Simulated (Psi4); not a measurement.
# revPBE/cc-pVTZ run of C2F2 (SMILES FC#CF)

Aim: the vertical ionisation energy of C2F2 at revPBE/cc-pVTZ, from 2 runs. The job is set up through a QCSchema input.

The calculation is run with Psi4 1.11.

## 1. The system as given

C2F2 has 4 atoms, charge 0, and is taken as a singlet. SMILES: `FC#CF`. Geometry: relaxed at PBE0-D4/def2-TZVP.

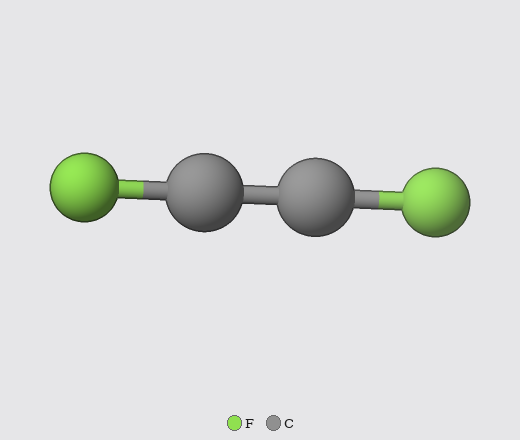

The structure, seen from a chosen angle (fluorine green, carbon grey).

## 2. A single-point energy at revPBE/cc-pVTZ

Input file input.json:

```json
{
  "schema_name": "qcschema_input",
  "schema_version": 1,
  "molecule": {
    "schema_name": "qcschema_molecule",
    "schema_version": 2,
    "symbols": ["F", "C", "C", "F"],
    "geometry": [-0.25775864, 0.24188494, 3.50128456, -0.06368377, 0.05706973, 1.10208828, 0.11602918, -0.11413946, -1.12136348, 0.31010406, -0.29895467, -3.52055977],
    "molecular_charge": 0,
    "molecular_multiplicity": 1,
    "fix_symmetry": "c1",
    "fix_com": true,
    "fix_orientation": true
  },
  "driver": "energy",
  "model": {
    "method": "revpbe",
    "basis": "cc-pVTZ"
  },
  "keywords": {
    "reference": "rks",
    "puream": true,
    "e_convergence": 1e-09,
    "d_convergence": 1e-08,
    "scf_type": "pk",
    "dft_radial_points": 99,
    "dft_spherical_points": 590
  }
}
```

On the command line:

```sh
psi4 --qcschema input.json -n 1 --memory 1600MB
```

stdout:

```text
[...]
  Running in c1 symmetry.
[...]
  Nuclear repulsion =   95.510997052494560
[...]
  Multiplicity = 1
[...]
  Nalpha       = 15
  Nbeta        = 15
[...]
    Number of basis functions: 120
[...]
   @RKS iter   1:  -275.56292376396215    2.85322e-02   5.69537e-03 ADIIS/DIIS
[...]
   @RKS iter   9:  -275.77099960237149   -1.13687e-11   1.49989e-09 DIIS
[...]
    Orbital Energies [Eh]
    ---------------------
    Doubly Occupied:
       1A    -24.348098     2A    -24.348097     3A     -9.984284
       4A     -9.981902     5A     -1.197948     6A     -1.196778
       7A     -0.711137     8A     -0.583385     9A     -0.554504
      10A     -0.464839    11A     -0.464839    12A     -0.442875
      13A     -0.442875    14A     -0.242628    15A     -0.242628
[...]
  @RKS Final Energy:  -275.77099960237149
   => Energetics <=
    Nuclear Repulsion Energy =             95.5109970524945595
    One-Electron Energy =                -569.3849751657496654
    Two-Electron Energy =                 229.7256133945834620
    DFT Exchange-Correlation Energy =     -31.6226348836998277
    Empirical Dispersion Energy =           0.0000000000000000
    VV10 Nonlocal Energy =                  0.0000000000000000
    Total Energy =                       -275.7709996023714893
[...]
 Multipole Moments:
 ------------------------------------------------------------------------------------
     Multipole            Electronic (a.u.)      Nuclear  (a.u.)        Total (a.u.)
 ------------------------------------------------------------------------------------
 L = 1.  Multiply by 2.5417464519 to convert [e a0] to [Debye]
 Dipole X            :         -0.7851812            0.7851812            0.0000001
 Dipole Y            :          0.8560459           -0.8560460           -0.0000001
 Dipole Z            :          0.2891271           -0.2891281           -0.0000010
 Magnitude           :                                                    0.0000010
[...]
```

The result, in JSON:

```text
{
 "driver": "energy",
 "model": {
  "method": "revpbe",
  "basis": "cc-pVTZ"
 },
 "success": true,
 "return_result": -275.7709996023715,
 "properties": {
  "calcinfo_nbasis": 120,
  "calcinfo_nmo": 120,
  "calcinfo_nalpha": 15,
  "calcinfo_nbeta": 15,
  "calcinfo_natom": 4,
  "nuclear_repulsion_energy": 95.51099705249456,
  "return_energy": -275.7709996023715,
  "scf_one_electron_energy": -569.3849751657497,
  "scf_two_electron_energy": 229.72561339458346,
  "scf_xc_energy": -31.622634883699828,
  "scf_dipole_moment": [7.745720997931471e-08, -7.358132625423508e-08, -9.55969043481275e-07],
  "scf_total_energy": -275.7709996023715,
  "scf_iterations": 9
 }
}
```

It took 10 s on 1 thread of Intel Xeon 6975P-C (Granite Rapids), shared host; peak memory 0.74 GiB.

## 3. The doublet cation: energy and forces at U-revPBE/cc-pVTZ

Input file job.json:

```json
{
  "schema_name": "qcschema_input",
  "schema_version": 1,
  "molecule": {
    "schema_name": "qcschema_molecule",
    "schema_version": 2,
    "symbols": ["F", "C", "C", "F"],
    "geometry": [-0.25775864, 0.24188494, 3.50128456, -0.06368377, 0.05706973, 1.10208828, 0.11602918, -0.11413946, -1.12136348, 0.31010406, -0.29895467, -3.52055977],
    "molecular_charge": 1,
    "molecular_multiplicity": 2,
    "fix_symmetry": "c1",
    "fix_com": true,
    "fix_orientation": true
  },
  "driver": "gradient",
  "model": {
    "method": "revpbe",
    "basis": "cc-pVTZ"
  },
  "keywords": {
    "reference": "uks",
    "puream": true,
    "e_convergence": 1e-09,
    "d_convergence": 1e-08,
    "scf_type": "pk",
    "dft_radial_points": 99,
    "dft_spherical_points": 590,
    "maxiter": 100,
    "scf_properties": ["WIBERG_LOWDIN_INDICES", "DIPOLE", "MAYER_INDICES"]
  }
}
```

On the command line:

```sh
psi4 --qcschema job.json -n 1 --memory 1600MB
```

stdout:

```text
[...]
  Running in c1 symmetry.
[...]
  Nuclear repulsion =   95.510997052494560
[...]
  Multiplicity = 2
[...]
  Nalpha       = 15
  Nbeta        = 14
[...]
    Number of basis functions: 120
[...]
   @UKS iter   1:  -275.21927098796647    3.72185e-01   5.05602e-03 ADIIS/DIIS
[...]
   @UKS iter  11:  -275.37545848988168   -1.87583e-12   1.94785e-09 DIIS
[...]
   @S^2 Observed:                7.513909942E-01
[...]
    Orbital Energies [Eh]
    ---------------------
    Alpha Occupied:
       1A    -24.675702     2A    -24.675701     3A    -10.359529
       4A    -10.357124     5A     -1.510723     6A     -1.509242
       7A     -1.084385     8A     -0.888935     9A     -0.866453
      10A     -0.790448    11A     -0.770459    12A     -0.756244
      13A     -0.740725    14A     -0.600789    15A     -0.571367
    Alpha Virtual:
      16A     -0.319441    17A     -0.296061    18A     -0.268611
      19A     -0.238546    20A     -0.015649    21A     -0.013172
      22A      0.000713    23A      0.029663    24A      0.096342
      25A      0.106131    26A      0.147616    27A      0.209074
[...]
  @UKS Final Energy:  -275.37545848988168
   => Energetics <=
    Nuclear Repulsion Energy =             95.5109970524945595
    One-Electron Energy =                -559.7022103564524969
    Two-Electron Energy =                 220.0461600997520861
    DFT Exchange-Correlation Energy =     -31.2304052856758290
    Empirical Dispersion Energy =           0.0000000000000000
    VV10 Nonlocal Energy =                  0.0000000000000000
    Total Energy =                       -275.3754584898816802
[...]
 Multipole Moments:
 ------------------------------------------------------------------------------------
     Multipole            Electronic (a.u.)      Nuclear  (a.u.)        Total (a.u.)
 ------------------------------------------------------------------------------------
 L = 1.  Multiply by 2.5417464519 to convert [e a0] to [Debye]
 Dipole X            :         -0.7590086            0.7851812            0.0261727
 Dipole Y            :          0.8275111           -0.8560460           -0.0285348
 Dipole Z            :          0.2794910           -0.2891281           -0.0096371
 Magnitude           :                                                    0.0399014
[...]
  -Total Gradient:
     Atom            X                  Y                   Z
    ------   -----------------  -----------------  -----------------
       1       -0.003358817448     0.003198303631     0.041515849208
       2        0.012713125004    -0.012109421111    -0.157235377661
       3       -0.012713122705     0.012109418579     0.157235345001
       4        0.003358815149    -0.003198301099    -0.041515816549
[...]
```

The result, in JSON:

```text
{
 "driver": "gradient",
 "model": {
  "method": "revpbe",
  "basis": "cc-pVTZ"
 },
 "success": true,
 "return_result": [-0.003358817447783276, 0.0031983036313461624, 0.04151584920751916, 0.012713125004081591, -0.012109421111100012, -0.1572353776608797, -0.012713122704830354, 0.012109418578761605, 0.15723534500132105, 0.0033588151487488616, -0.0031983010989542968, -0.04151581654869885],
 "properties": {
  "calcinfo_nbasis": 120,
  "calcinfo_nmo": 120,
  "calcinfo_nalpha": 15,
  "calcinfo_nbeta": 14,
  "calcinfo_natom": 4,
  "nuclear_repulsion_energy": 95.51099705249456,
  "return_energy": -275.3754584898817,
  "return_gradient": [-0.003358817447783276, 0.0031983036313461624, 0.04151584920751916, 0.012713125004081591, -0.012109421111100012, -0.1572353776608797, -0.012713122704830354, 0.012109418578761605, 0.15723534500132105, 0.0033588151487488616, -0.0031983010989542968, -0.04151581654869885],
  "scf_one_electron_energy": -559.7022103564525,
  "scf_two_electron_energy": 220.0461600997521,
  "scf_xc_energy": -31.23040528567583,
  "scf_dipole_moment": [0.026172668121980158, -0.02853482885262415, -0.009637128435609599],
  "scf_total_energy": -275.3754584898817,
  "scf_total_gradient": [-0.003358817447783276, 0.0031983036313461624, 0.04151584920751916, 0.012713125004081591, -0.012109421111100012, -0.1572353776608797, -0.012713122704830354, 0.012109418578761605, 0.15723534500132105, 0.0033588151487488616, -0.0031983010989542968, -0.04151581654869885],
  "scf_iterations": 11
 }
}
```

Run time: 25 s. Hardware: 1 thread of Intel Xeon 6975P-C (Granite Rapids), shared host; peak memory 0.73 GiB.

## 4. Outcome

At revPBE/cc-pVTZ:

| quantity | value |
| --- | --- |
| singlet C2F2: total energy | -275.77100 Eh |
| singlet C2F2: dipole moment | 0.00 D |
| singlet C2F2: HOMO energy | -6.60 eV |
| singlet C2F2: LUMO energy | -0.06 eV |
| singlet C2F2: HOMO–LUMO gap | 6.54 eV |
| doublet cation: total energy | -275.37546 Eh |
| doublet cation: HOMO energy (highest over α and β) | -15.32 eV |
| doublet cation: LUMO energy (lowest over α and β) | -14.90 eV |
| doublet cation: ⟨S²⟩ | 0.751 |
| doublet cation: largest force on an atom | 8.136 eV/Å |
| vertical ionisation energy (to the doublet cation) | 10.763 eV |

What this shows: Removing an electron at fixed nuclei costs 10.76 eV (248 kcal/mol). The negative HOMO energy of the first species, 6.60 eV, lies 4.16 eV below that difference.
